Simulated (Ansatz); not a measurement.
**Fields on a plane of SnTe (rock salt)**

```
SnTe
1.0
    0.00000     3.18510     3.18510
    3.18510     0.00000     3.18510
    3.18510     3.18510     0.00000
Te Sn
1 1
Direct
  0.00000   0.00000   0.00000
  0.50000   0.50000   0.50000
```

The slice is a {100} plane (indices of the conventional cell) through the point (0.500, 0.500, 0.500) (fractional), spanned by u = [100] and v = [0 1 -1] in vectors of this cell: u (4.50 Å) and v (4.50 Å, at 90° to u). It covers one period; positions are fractions (u, v).

Atoms on it: Te at (0.50, 0.50); Sn at (0.00, 0.00).

Method: r2SCAN (plane waves to 500 eV, PAW, scalar-relativistic; Ansatz, an electronic-structure program). k mesh 9×9×9. These are valence fields of a PAW run, semicore shells included where kept as valence: close to a nucleus they are smooth pseudo fields. SnTe was relaxed with its symmetry unable to fall. Spin-orbit coupling is left out, though Te is heavy.

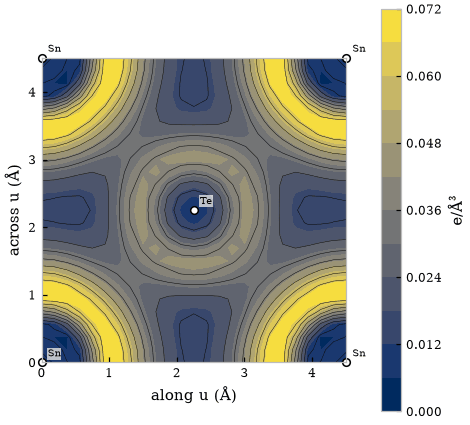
Density of the lowest conduction band (whole band as if filled, smooth part) in e/Å³, one period of the plane, atoms marked. 

```tsv
v \ u	0.00	0.12	0.25	0.38	0.50	0.62	0.75	0.88
0.88	0.058	0.064	0.038	0.021	0.022	0.021	0.038	0.064
0.75	0.044	0.038	0.036	0.059	0.075	0.059	0.036	0.038
0.62	0.014	0.021	0.059	0.080	0.039	0.080	0.059	0.021
0.50	0.010	0.022	0.075	0.040	0.003	0.040	0.075	0.022
0.38	0.014	0.021	0.059	0.080	0.039	0.080	0.059	0.021
0.25	0.044	0.038	0.036	0.059	0.075	0.059	0.036	0.038
0.12	0.058	0.064	0.038	0.021	0.022	0.021	0.038	0.064
0.00	0.017	0.058	0.044	0.014	0.010	0.014	0.044	0.058
```

Values: density of the highest valence band (whole band, smooth part) in e/Å³. 

| Property | Result |
|---|---|
| Density on the Te–Sn line (3.19 Å) at its density minimum, 1.7 Å from Te | 0.21 e/Å³ |
| ELF at that point | 0.4 |
| ELF maximum in the middle third of the Te–Sn line | 0.66, 1.3 Å from Te |
| Character of the Te–Sn contact (rough rule: ELF there above 0.7 covalent, below 0.2 ionic, polar between) | polar, between covalent and ionic |
